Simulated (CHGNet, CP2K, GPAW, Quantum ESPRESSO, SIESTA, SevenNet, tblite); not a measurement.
# Predicting plane-wave site energies from CHGNet r2SCAN: a vacancy of Ge in amorphous Ge at 4.75 g/cm^3 (72 atoms)

Density of this cell: 4.75 g/cm³. The cell holds 72 atoms: 72 Ge. Its edges and angles: a = 12.230 Å, b = 12.230 Å, c = 12.230 Å, α = 90.0°, β = 90.0°, γ = 90.0°. 72 atoms (72 Ge) placed at random at 4.75 g/cm³, melted at 3500 K for 10 ps at fixed volume with the Tersoff potential (Tersoff, Phys. Rev. B 39, 5566 (1989)). Quenched from 3500 K to 300 K at 20 K/ps and fixed volume, annealed at 800 K for 20 ps, held 5 ps, then minimised at fixed cell. Then the atoms were relaxed with SevenNet 0 in the fixed cell.

Calculated with Quantum ESPRESSO 7.5: PBE; plane waves, SSSP efficiency, 45/360 Ry; k-points Γ. The cheaper level is CHGNet r2SCAN, trained on r2SCAN plane-wave data, no dispersion term. Each row is one cell with a vacancy of Ge, relaxed with SevenNet 0; both levels solve the same cells, and energies are counted from site Ge39 at each level.

| energy from CHGNet r2SCAN (eV) | energy from plane waves (eV) | site |
| --- | --- | --- |
| 0.000 | 0 | Ge39 |
| 0.200 | 1.017 | Ge19 |
| 0.244 | ? | ? |
| 0.689 | 1.356 | Ge30 |
| 0.883 | 2.124 | Ge42 |

Task: Fit a straight line to the rows given and interpolate to the withheld row.

**Working.**

Take u as the energy from CHGNet r2SCAN and v as that from plane waves.

```
  u (eV)   v (eV)
       0        0
0.199951  1.01676
0.689025  1.35605
0.883056  2.12412
```

With n = 4: mean u = 0.443008, mean v = 1.12423, Σ(u − ū)² = 0.50950, Σ(u − ū)(v − v̄) = 1.0212. Slope b = 1.0212 / 0.50950 = 2.0043; intercept a = v̄ − b ū = 0.23631.

At the withheld site u = 0.2440, and v = a + b u.

Prediction at 0.244: 0.7254 eV. The run gave 1.483 eV, so the fit is low by 0.76 eV (51 % of the value).

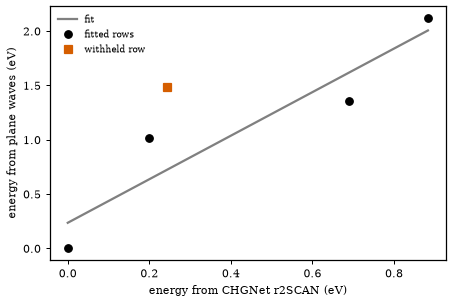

The fit, the rows that it rests on and the withheld row.

The slope of 2.0 says that CHGNet r2SCAN compresses the spread of the sites. Taken as it stands, without the line, its value misses the withheld site by 1.2 eV. Among the rows given, the largest miss of the fit is at 0.200, by 0.38 eV (18 % of the range of the table).

Limits: Few sites, one cell. The geometries are those of SevenNet 0, not of DFT.

[Logs are printed without paths, hosts, clocks, repeated set-up lines and the standing remarks that a program may print on its own settings, such as how far it seeks lower states.]

[Hosts, paths, dates, database ids (printed as entryN), source tags and the programs' standing remarks are cut or masked in the printed files.]
